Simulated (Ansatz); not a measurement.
A series of calculations on C2H3BF2

## 1. Relaxation

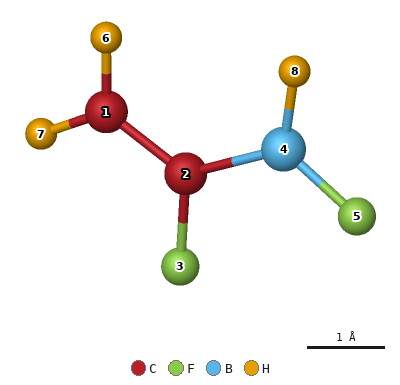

C₂H₃BF₂, before the relaxation. The picture is a ball-and-stick view, seen at a tilt.

The run prepares an end point of a later path (torsion) calculation, from a guessed geometry.

Theory: Ansatz, RKS PBE0/def2-SVP.

The input:
```yaml
crystal:
  periodic: [false, false, false]
  atoms:
    - { symbol: C, position_ang: [-1.13342, 0.02162, 0.63435] }
    - { symbol: C, position_ang: [0.1516, 0.2426, 0.35759] }
    - { symbol: F, position_ang: [0.86201, 0.9542, 1.2735] }
    - { symbol: B, position_ang: [0.90595, -0.244, -0.91879] }
    - { symbol: F, position_ang: [2.17744, 0.02896, -1.07286] }
    - { symbol: H, position_ang: [-1.74605, -0.53391, -0.04964] }
    - { symbol: H, position_ang: [-1.58998, 0.38731, 1.53918] }
    - { symbol: H, position_ang: [0.37246, -0.85679, -1.76332] }
basis:
  gaussian: { orbitals: def2-SVP }
hamiltonian:
  xc: pbe0
relax:
  f_tol: 0.015
  max_steps: 40
output:
  orbitals: {}
```

Command:
```bash
ansatz run input.yaml --threads 1 --pin off --max-ram 2048MiB --backend cpu --events-out ev --progress --plain --runs-dir out
```

### Where does the relaxation end?

Over 6 geometry steps the energy falls by 0.052 eV. Largest force component: 0.72 eV/Å at the start, 0.0057 eV/Å at the end. The largest moves after the best rigid fit, 0.072 Å, are those of H6 and H8. By element the largest moves are H 0.072 Å, C 0.042 Å, F 0.033 Å, B 0.026 Å. Among the contacts that change: B4–H8 1.172 → 1.208 Å, C2–F3 1.360 → 1.339 Å, C1–H6 1.073 → 1.091 Å, C1–H7 1.077 → 1.094 Å. Among the angles between lasting bonds that change: C1–C2–B4 125.7° → 122.6°, C1–C2–F3 116.8° → 119.9°.

Step by step:

```tsv
step	E − E(0), eV	largest force component, eV/Å
0	0.0000	0.7227
1	-0.0430	0.4118
2	-0.0510	0.0502
3	-0.0511	0.1214
4	-0.0515	0.0511
5	-0.0518	0.0265
6	-0.0518	0.0057
```

The structure at the end:

```xyz
8

C    -1.1224    0.0206    0.6249
C     0.1726    0.2629    0.3877
F     0.8947    0.9594    1.2744
B     0.8965   -0.2352   -0.8962
F     2.1741    0.0325   -1.0796
H    -1.7024   -0.5477   -0.1040
H    -1.6192    0.3766    1.5316
H     0.3062   -0.8691   -1.7387
```

After the run, drawn alike:

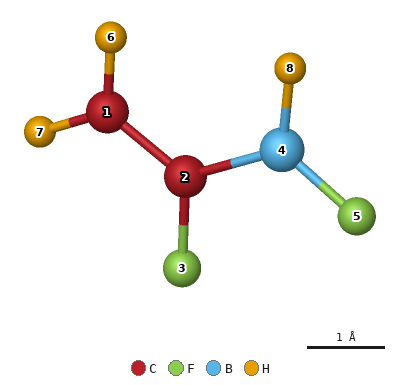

## 2. Relaxation

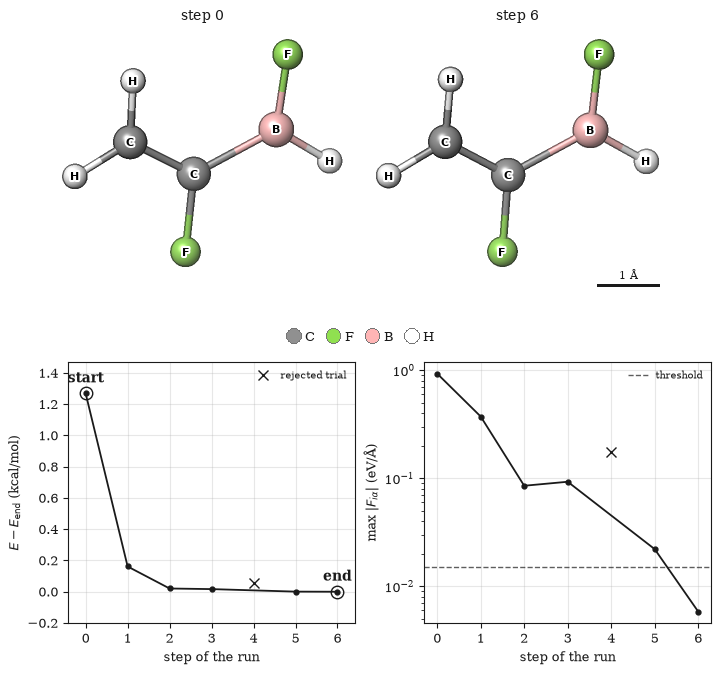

First and last geometry of a relaxation of C$_{2}$H$_{3}$BF$_{2}$, with the history of the run. Style: ball-and-stick. Shown at a tilt.

The run prepares an end point of a later path (torsion) calculation, from a guessed geometry.

Computed with Ansatz 0.2.0, RKS PBE0/def2-SVP.

The input:
```yaml
crystal:
  periodic: [false, false, false]
  atoms:
    - { symbol: C, position_ang: [-1.13342, 0.02162, 0.63435] }
    - { symbol: C, position_ang: [0.1516, 0.2426, 0.35759] }
    - { symbol: F, position_ang: [0.86201, 0.9542, 1.2735] }
    - { symbol: B, position_ang: [0.90595, -0.244, -0.91879] }
    - { symbol: F, position_ang: [0.26829, -0.92582, -1.83718] }
    - { symbol: H, position_ang: [-1.74605, -0.53391, -0.04964] }
    - { symbol: H, position_ang: [-1.58998, 0.38731, 1.53918] }
    - { symbol: H, position_ang: [2.04273, -0.02037, -1.09505] }
basis:
  gaussian: { orbitals: def2-SVP }
hamiltonian:
  xc: pbe0
relax:
  f_tol: 0.015
  max_steps: 40
```

Command:
```bash
ansatz run input.yaml --threads 1 --pin off --max-ram 2048MiB --backend cpu --events-out ev --progress --plain --runs-dir out
```

**Read the history and describe the run.**

It converged. After 5 accepted moves (6 points after the start) the energy has fallen by 1.27 kcal/mol. Largest force component: 0.93 eV/Å at the start, 0.0059 eV/Å at the end. The line search rejected the trial step at point 4 of the run. The largest move after the best rigid fit is that of F5, 0.061 Å. By element the largest moves are F 0.061 Å, H 0.047 Å, C 0.022 Å, B 0.019 Å. Some distances before and after: B4–H8 1.172 → 1.207 Å, C2–F3 1.360 → 1.341 Å, C1–H6 1.073 → 1.091 Å, C1–H7 1.077 → 1.093 Å. Among the angles between lasting bonds that change: C1–C2–F3 116.8° → 119.8°. Cost: 21 s on 1 thread of Intel(R) Xeon(R) Platinum 8488C (Sapphire Rapids), with other jobs on the host, peak memory 0.25 GiB.

## 3. Path

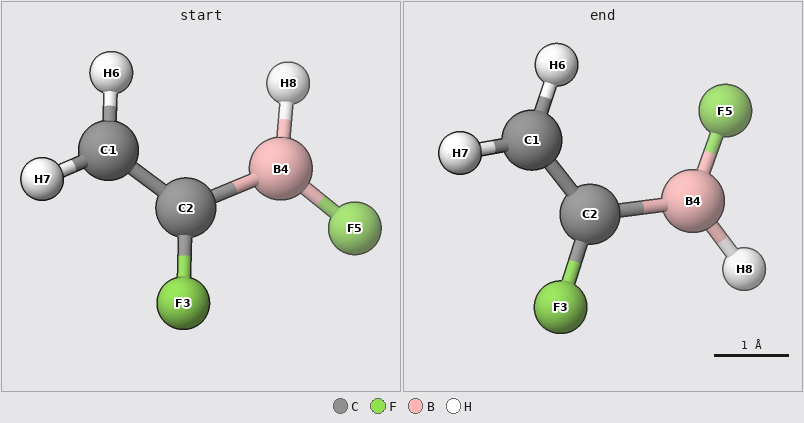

The two relaxed end points of a path for C2H3BF2. A ball-and-stick model, seen at a tilt.

Theory: RKS PBE0/def2-SVP (Ansatz 0.2.0).

Input file:
```yaml
crystal:
  periodic: [false, false, false]
  atoms:
    - { symbol: C, position_ang: [-1.122434, 0.02055, 0.624846] }
    - { symbol: C, position_ang: [0.172581, 0.262922, 0.387689] }
    - { symbol: F, position_ang: [0.894663, 0.959325, 1.274418] }
    - { symbol: B, position_ang: [0.896481, -0.235141, -0.896223] }
    - { symbol: F, position_ang: [2.174114, 0.032461, -1.079617] }
    - { symbol: H, position_ang: [-1.702364, -0.547637, -0.104023] }
    - { symbol: H, position_ang: [-1.619248, 0.376572, 1.531598] }
    - { symbol: H, position_ang: [0.306217, -0.869062, -1.738678] }
basis:
  gaussian: { orbitals: def2-SVP }
hamiltonian:
  xc: pbe0
neb:
  order_check: false
  images: 7
  f_tol: 0.03
  max_iterations: 57
  initial_path: idpp
  final_atoms:
    - { symbol: C, position_ang: [-1.12180578, 0.01720908, 0.61750936] }
    - { symbol: C, position_ang: [0.17353253, 0.26719022, 0.39495799] }
    - { symbol: F, position_ang: [0.88164764, 0.96510136, 1.29465369] }
    - { symbol: B, position_ang: [0.95612295, -0.20339, -0.86954456] }
    - { symbol: F, position_ang: [0.301526, -0.89479477, -1.78784142] }
    - { symbol: H, position_ang: [-1.68846638, -0.55140207, -0.12177876] }
    - { symbol: H, position_ang: [-1.62907598, 0.3673256, 1.52067779] }
    - { symbol: H, position_ang: [2.12652903, 0.03275058, -1.0486241] }
```

Run as
```bash
ansatz run input.yaml --threads 1 --pin off --max-ram 2048MiB --backend cpu --events-out ev --progress --plain --runs-dir out
```

Q: Predict the minimum-energy path and its barrier.

A: Forward barrier 0.36 eV, backward barrier 0.33 eV, with image 4 at the top; the reaction energy is +0.02 eV. The motion is a rotation about the C2–B4 bond by about 180°. No bond forms or breaks between the ends. Bond angles that change up to the highest image, for instance: F3–C2–B4 117.5° → 111.8°, C1–C2–B4 122.6° → 127.8°. The band converged in 7 iterations, with a climbing image at the top.

Energies of the converged images:

| image | path (Å) | E (eV) |
| --- | --- | --- |
| 0 | 0.00 | 0.000 |
| 1 | 0.51 | 0.043 |
| 2 | 1.02 | 0.161 |
| 3 | 1.52 | 0.297 |
| 4 | 2.03 | 0.356 |
| 5 | 2.56 | 0.298 |
| 6 | 3.09 | 0.168 |
| 7 | 3.62 | 0.061 |
| 8 | 4.15 | 0.025 |

The geometry at the top of the path:

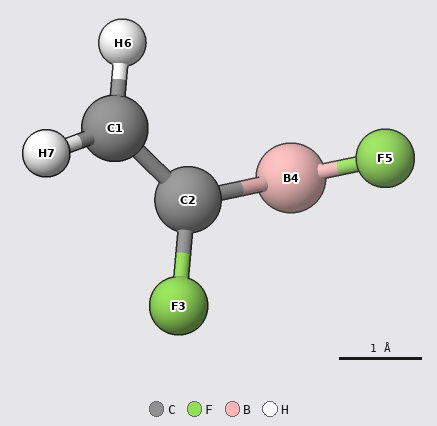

Cost: 2.6 min on 1 thread of Intel(R) Xeon(R) Platinum 8488C (Sapphire Rapids) (shared host), peak memory 0.25 GiB.
